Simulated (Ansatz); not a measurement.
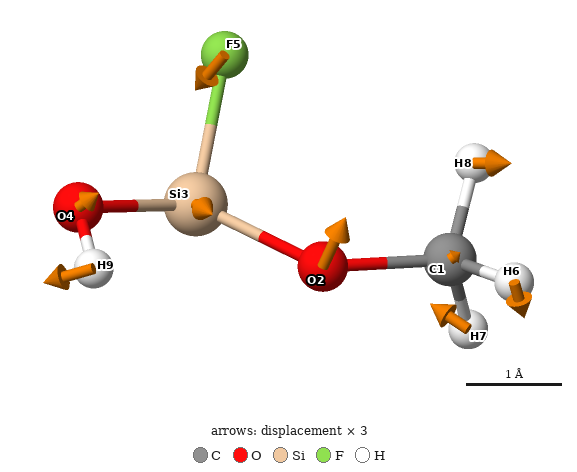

This is a relaxation of CH₄FO₂Si (multiplicity 2). The starting structure is drawn; orange arrows show the displacements, magnified 3 times. The two geometries are superimposed by the best rigid fit.

Style: ball-and-stick. Shown from a free direction.

The start comes from PBE-D4/def2-SVP.

These are results of UKS PBE0-D4/def2-TZVP (Ansatz 0.2.0), not measurements. Settings: force threshold 0.005 eV/Å; at most 150 steps.

> What did the optimiser do to the structure, and how much energy did it gain?

The atom that moves furthest after the best rigid fit is O2 (0.22 Å). Largest moves by element: O 0.22 Å, H 0.20 Å, F 0.20 Å, Si 0.11 Å, C 0.05 Å. Among the contacts that change: Si3–F5 1.644 → 1.596 Å, O2–Si3 1.677 → 1.632 Å, Si3–O4 1.671 → 1.632 Å, C1–H6 1.109 → 1.090 Å. Bond angles that change, for instance: Si3–O4–H9 112.5° → 117.0°, O2–Si3–O4 105.9° → 108.4°, O4–Si3–F5 107.9° → 105.7°. Groups turn about Si3–O4 by about 25°, C1–O2 by about 20°. The energy falls by 11.4 kJ/mol in 16 accepted moves (19 points after the start). The largest force component goes from 1.3 to 0.0048 eV/Å. The line search rejected the trial steps at points 8, 15, 16 of the run. The forces were under the threshold at step 17, but the run went on from there.
